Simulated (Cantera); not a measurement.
Charge: 1 mol Fe2O3, a varied amount of H2, equilibrated at 1700 °C and 1.00 Torr.

These are equilibrium values from Cantera (NASA tables, ideal gas, pure condensed phases), not measurements of a reactor. Candidate condensed phases: Fe, FeO, Fe(OH)2, Fe(OH)3, Fe2O3, Fe3O4, H2O; 12 gas species. The tables' stoichiometric FeO is somewhat more stable than real wüstite, so its field is too wide. FeO: taken at fixed stoichiometry. Equilibrium is a limit: real reactors are often held back by kinetics, nucleation or transport.

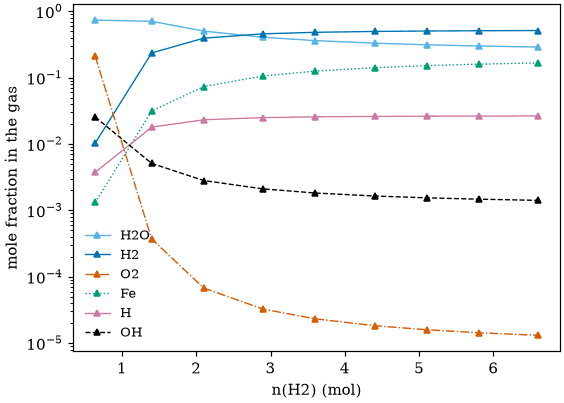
Fig. 1. Equilibrium gas composition (values under 1e-9 drawn at 1e-9)

### Question
Read off the mole fractions at 2.1 mol H2.

### Answer
H2O about 0.50, H2 about 0.39, Fe about 0.074, H about 0.023, OH about 0.0028, O2 about 6.8e-5.
